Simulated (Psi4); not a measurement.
# AlBH4O: single-point calculation (part 1 of 2)

- system: AlBH4O, multiplicity 3
- method: CAM-B3LYP/6-311+G**, UKS (Psi4 1.11)

The geometry is that of the parent species in another charge or spin state. The geometry comes from this level: GFN2-xTB.

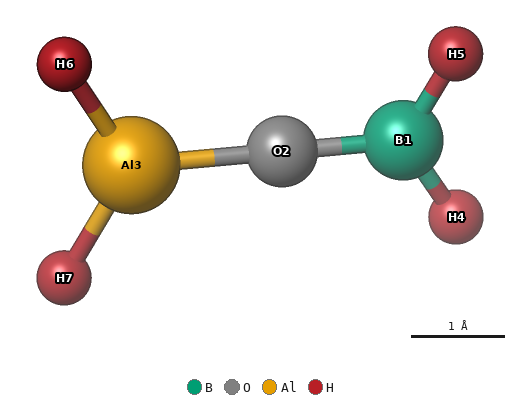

The structure (ball-and-stick view, seen at a tilt; atoms are numbered from 1 in the order of the input). Sticks mark near contacts. Bond lengths as drawn: Al–H 1.53 Å, Al–O 1.66 Å, B–H 1.18 Å and B–O 1.34 Å.

Input file (albh4o.py):
```python
import psi4

psi4.set_memory(1600000000)
psi4.set_num_threads(1)
psi4.set_output_file('run.log', False)

mol = psi4.geometry("""
0 3
B     -1.239790     0.460500    -0.755050
O     -0.151010     0.055000    -0.092790
Al     1.203290    -0.447170     0.732080
H     -1.722060    -0.243360    -1.565440
H     -1.702020     1.516540    -0.519180
H      1.819640     0.486770     1.781480
H      1.791950    -1.828280     0.418900
symmetry c1
no_reorient
no_com
""")

psi4.set_options({
    'basis': '6-311+G**',
    'reference': 'uks',
    'puream': True,
    'e_convergence': 1e-09,
    'd_convergence': 1e-08,
    'scf_type': 'pk',
    'dft_radial_points': 99,
    'dft_spherical_points': 590,
    'maxiter': 200,
})

result, w = psi4.energy("cam-b3lyp", return_wfn=True)
psi4.oeprop(w, "LOWDIN_CHARGES", "WIBERG_LOWDIN_INDICES", "MAYER_INDICES")
print('E =', round(result, 9))
```

Machine: 1 thread of Intel Xeon (Granite Rapids), 16 GiB of memory available, shared host.

Launched with:
```bash
python albh4o.py
```

What the program printed:
```
h
    h
    h

    -----------------------------------------------------------------------

    Memory:     1.5 GiB
    Threads:    1
                ecpint, einsums, f̶o̶r̶t̶e̶, gauxc, gcp, g̶d̶m̶a̶, geometric, g̶p̶u̶_̶d̶f̶c̶c̶,
                i̶n̶t̶e̶g̶r̶a̶t̶o̶r̶x̶x̶, i̶p̶i̶, libefp, m̶d̶i̶, m̶p̶2̶d̶, m̶r̶c̶c̶, ooo,
                o̶p̶e̶n̶f̶e̶r̶m̶i̶o̶n̶p̶s̶i̶4̶, pcmsolver, p̶s̶i̶4̶f̶o̶c̶k̶c̶i̶, p̶s̶i̶x̶a̶s̶,
                p̶y̶e̶i̶n̶s̶u̶m̶s̶, r̶e̶s̶p̶, s̶i̶m̶i̶n̶t̶, s̶n̶s̶m̶p̶2̶,
                v̶2̶r̶d̶m̶_̶c̶a̶s̶s̶c̶f̶

   => Loading Basis Set <=

    Name: 6-311+G**
    Role: ORBITAL
    Keyword: BASIS

         ---------------------------------------------------------
                                   SCF
                              UKS Reference
                        1 Threads,   1525 MiB Core
         ---------------------------------------------------------

  ==> Geometry <==

    Molecular point group: c1
    Full point group: C1

    Geometry (in Angstrom), charge = 0, multiplicity = 3:

       Center              X                  Y                   Z               Mass
    ------------   -----------------  -----------------  -----------------  -----------------
         B           -1.239790000000     0.460500000000    -0.755050000000    11.009305360000
         O           -0.151010000000     0.055000000000    -0.092790000000    15.994914619570
         AL           1.203290000000    -0.447170000000     0.732080000000    26.981538530000
         H           -1.722060000000    -0.243360000000    -1.565440000000     1.007825032230
         H           -1.702020000000     1.516540000000    -0.519180000000     1.007825032230
         H            1.819640000000     0.486770000000     1.781480000000     1.007825032230
         H            1.791950000000    -1.828280000000     0.418900000000     1.007825032230

  Running in c1 symmetry.

  Rotational constants: A =      2.93214  B =      0.16234  C =      0.15382 [cm^-1]
  Rotational constants: A =  87903.47640  B =   4866.86603  C =   4611.54517 [MHz]
  Nuclear repulsion =   86.754310919700984

  Charge       = 0
  Multiplicity = 3
  Electrons    = 30
  Nalpha       = 16
  Nbeta        = 14

  ==> Algorithm <==

  SCF Algorithm Type is PK.
  DIIS enabled.
  MOM disabled.
  Fractional occupation disabled.
  Guess Type is SAD.
  Energy threshold   = 1.00e-09
  Density threshold  = 1.00e-08
  Integral threshold = 1.00e-12

  ==> Primary Basis <==

  Basis Set: 6-311+G**
    Blend: 6-311+G**
    Number of shells: 50
    Number of basis functions: 98
    Number of Cartesian functions: 101
    Spherical Harmonics?: true
    Max angular momentum: 2

  ==> DFT Potential <==

   => LibXC <=

    Version 7.1.2

   => Composite Functional: CAM-B3LYP <=

    CAM-B3LYP Hyb-GGA Exchange-Correlation Functional

    Deriv               =              1
    GGA                 =           TRUE
    Meta                =          FALSE

    Exchange Hybrid     =           TRUE
    MP2 Hybrid          =          FALSE

   => Exchange Functionals <=

    0.3500         Becke 88 [omega = 0.3300]
    0.4600   Short-range recipe for B88 functional - erf [omega = 0.3300]

   => Exact (HF) Exchange <=

    0.4600            HF,LR [omega = 0.3300]
    0.1900               HF

   => Correlation Functionals <=

    0.1900   Vosko, Wilk & Nusair (VWN5)
    0.8100   Lee, Yang & Parr

   => LibXC Density Thresholds  <==

    XC_HYB_GGA_XC_CAM_B3LYP:  1.00E-14

   => Molecular Quadrature <=

    Radial Scheme          =       TREUTLER
    Pruning Scheme         =           NONE
    Nuclear Scheme         =       TREUTLER

    Blocking Scheme        =         OCTREE
    BS radius alpha        =              1
    Pruning alpha          =              1
    Radial Points          =             99
    Spherical Points       =            590
    Total Points           =         393383
    Total Blocks           =           2862
    Max Points             =            256
    Max Functions          =             97
    Weights Tolerance      =       1.00E-15

  ==> Integral Setup <==

  Using in-core PK algorithm.
   Calculation information:
      Number of atoms:                   7
      Number of AO shells:              50
      Number of primitives:             87
      Number of atomic orbitals:       101
      Number of basis functions:        98

      Integral cutoff                 1.00e-12
      Number of threads:                 1

  Performing in-core PK
  Using 35305578 doubles for integral storage.
  We computed 724675 shell quartets total.
  Whereas there are 813450 unique shell quartets.

  Computing range-separated integrals for PK
  We computed 724675 wK shell quartets total.
  Whereas there are 813450 wK unique shell quartets.

  ==> DiskJK: Disk-Based J/K Matrices <==

    J tasked:                  Yes
    K tasked:                  Yes
    wK tasked:                 Yes
    Omega:               3.300E-01
    Memory [MiB]:              703
    Schwarz Cutoff:          1E-12

  Cached 50.0% of DFT collocation blocks in 0.429 [GiB].

  Minimum eigenvalue in the overlap matrix is 3.2047065979E-04.
  Reciprocal condition number of the overlap matrix is 4.4160325774E-05.
    Using symmetric orthogonalization.

  ==> Pre-Iterations <==

  SCF Guess: Superposition of Atomic Densities via on-the-fly atomic UHF (no occupation information).

   -------------------------
    Irrep   Nso     Nmo
   -------------------------
     A         98      98
   -------------------------
    Total      98      98
   -------------------------

  ==> Iterations <==

                        Total Energy        Delta E     RMS |[F,P]|

   @UKS iter SAD:  -343.95980286815666   -3.43960e+02   0.00000e+00
   @UKS iter   1:  -344.28626591301759   -3.26463e-01   9.26326e-03 ADIIS/DIIS
   @UKS iter   2:  -342.07772973210467    2.20854e+00   2.21287e-02 ADIIS/DIIS
   @UKS iter   3:  -344.69207813792724   -2.61435e+00   3.41486e-03 ADIIS/DIIS
   @UKS iter   4:  -344.74737866513317   -5.53005e-02   2.40161e-03 ADIIS/DIIS
   @UKS iter   5:  -344.76959903570571   -2.22204e-02   9.62925e-04 ADIIS/DIIS
   @UKS iter   6:  -344.77572921297002   -6.13018e-03   3.13938e-04 ADIIS/DIIS
   @UKS iter   7:  -344.77730008420281   -1.57087e-03   9.97117e-05 DIIS
   @UKS iter   8:  -344.77814322888855   -8.43145e-04   1.02410e-04 ADIIS/DIIS
   @UKS iter   9:  -344.77884405885510   -7.00830e-04   1.02185e-04 ADIIS/DIIS
   @UKS iter  10:  -344.78053495249020   -1.69089e-03   9.76488e-05 DIIS
   @UKS iter  11:  -344.78230922247803   -1.77427e-03   2.02372e-04 ADIIS/DIIS
   @UKS iter  12:  -344.78273411575788   -4.24893e-04   3.40640e-05 DIIS
   @UKS iter  13:  -344.78289409860884   -1.59983e-04   8.30804e-06 DIIS
   @UKS iter  14:  -344.78289605763678   -1.95903e-06   1.02432e-05 DIIS
   @UKS iter  15:  -344.78289807591347   -2.01828e-06   5.43364e-06 DIIS
   @UKS iter  16:  -344.78289906009269   -9.84179e-07   2.05112e-06 DIIS
   @UKS iter  17:  -344.78289918716246   -1.27070e-07   2.08061e-07 DIIS
   @UKS iter  18:  -344.78289918694531    2.17142e-10   1.40264e-07 DIIS
   @UKS iter  19:  -344.78289918812288   -1.17757e-09   3.97041e-08 DIIS
   @UKS iter  20:  -344.78289918816643   -4.35421e-11   3.36867e-09 DIIS
  Energy and wave function converged.

  ==> Post-Iterations <==

   Electrons on quadrature grid:
      Nalpha   =   16.0000006528 ; deviation = 6.528e-07
      Nbeta    =   14.0000002156 ; deviation = 2.156e-07
      Ntotal   =   30.0000008684 ; deviation = 8.684e-07

   @Spin Contamination Metric:   6.444089690E-03
   @S^2 Expected:                2.000000000E+00
   @S^2 Observed:                2.006444090E+00
   @S   Expected:                1.000000000E+00
   @S   Observed:                1.000000000E+00

    Orbital Energies [Eh]
    ---------------------

    Alpha Occupied:

       1A    -56.100628     2A    -19.271640     3A     -6.817762
       4A     -4.219011     5A     -2.775735     6A     -2.771630
       7A     -2.767634     8A     -1.137447     9A     -0.680727
      10A     -0.554986    11A     -0.551304    12A     -0.503593
      13A     -0.466382    14A     -0.424961    15A     -0.377409
      16A     -0.165484

    Alpha Virtual:

      17A     -0.023936    18A      0.020453    19A      0.033087
      20A      0.044317    21A      0.050011    22A      0.069333
      23A      0.070102    24A      0.077077    25A      0.084663
      26A      0.100559    27A      0.119727    28A      0.154203
      29A      0.169507    30A      0.226232    31A      0.233803
      32A      0.240069    33A      0.242324    34A      0.250000
      35A      0.265712    36A      0.284694    37A      0.325780
      38A      0.349375    39A      0.419756    40A      0.427146
      41A      0.438004    42A      0.446655    43A      0.485488
      44A      0.540303    45A      0.547687    46A      0.597287
      47A      0.597926    48A      0.622953    49A      0.695969
      50A      0.722629    51A      0.788462    52A      0.795472
      53A      0.812426    54A      0.834904    55A      0.839172
      56A      0.974356    57A      1.029470    58A      1.117775
      59A      1.127614    60A      1.169965    61A      1.196841
      62A      1.392338    63A      1.450981    64A      1.502741
      65A      1.512183    66A      1.550250    67A      1.611558
      68A      1.653162    69A      1.667378    70A      1.705482
      71A      1.766011    72A      1.935895    73A      1.987850
      74A      2.020311    75A      2.038854    76A      2.176773
      77A      2.255822    78A      2.543124    79A      2.575063
      80A      2.636505    81A      2.696936    82A      2.725667
      83A      2.743062    84A      2.844069    85A      3.060931
      86A      3.114425    87A      3.346524    88A      3.628132
      89A      4.621204    90A      4.992278    91A      5.016241
      92A      5.379418    93A      8.026607    94A      8.316607
      95A      8.515788    96A     14.879410    97A     49.855375
      98A    120.603566

    Beta Occupied:

       1A    -56.100199     2A    -19.259509     3A     -6.809471
       4A     -4.218496     5A     -2.773827     6A     -2.771447
       7A     -2.767436     8A     -1.105788     9A     -0.655804
      10A     -0.492609    11A     -0.480303    12A     -0.477981
      13A     -0.457367    14A     -0.377966

    Beta Virtual:
```
